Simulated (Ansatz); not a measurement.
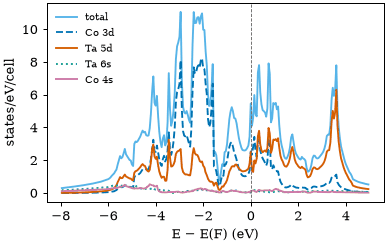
Fig. 1. Total and projected density of states of TaCo (CsCl type, Pm-3m), plane-wave PAW PBEsol (Ansatz code)

**Question.** Which orbitals carry the states next to the Fermi level?

**Answer.** Within 0.5 eV of the Fermi level: Co 3d 46 %, Ta 5d 45 %, outside the projected shells 5 %. Projections are on Löwdin-orthogonalised atomic valence shells; empty p or d shells of many metals are not among them.

**Question.** Where is the tallest occupied peak in this window, and what makes it?

**Answer.** Near -2.9 eV, about 11 states/eV per cell; the largest projected share is Co 3d.

The first step of the workflow began from a Materials Project structure, measured or hypothetical; the Crystallography Open Database copy checked does not list it. Whether it is the stable phase at ambient conditions was not checked. Symmetry was held in the PBEsol relaxation, as lowered by the spin order. At this level the phase is mechanically unstable. Spin order of the final state: antiferromagnetic, chosen from 4 collinear starts compared on coarse meshes (ties went to the first, and starts can fall back to one state), not a proven ground state. Scalar-relativistic: spin–orbit coupling is off unless named, which matters more the heavier the elements.

Potentials: the later of the program's two PAW sets.
